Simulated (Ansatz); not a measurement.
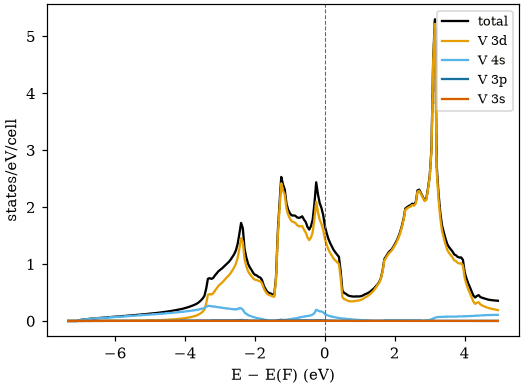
Fig. 1. Total and projected density of states of V (bcc (W type), space group No. 229), r²SCAN in the plane-wave PAW code Ansatz

Q: Which orbitals carry the states next to the Fermi level?

A: Within 0.5 eV of the Fermi level: V 3d 87 %, V 4s 7 %, outside the projected shells 6 %. Projections are on Löwdin-orthogonalised atomic valence shells; empty p or d shells of many metals are not among them.

Q: Where is the tallest occupied peak in this window, and what makes it?

A: Near -1.2 eV, about 2.5 states/eV per cell; the largest projected share is V 3d.

Space group Im-3m (bcc (W type)). The r²SCAN relaxation kept the symmetry of its start. The workflow began spin-polarised and lost its moments.

Potentials: the later of the program's two PAW sets.
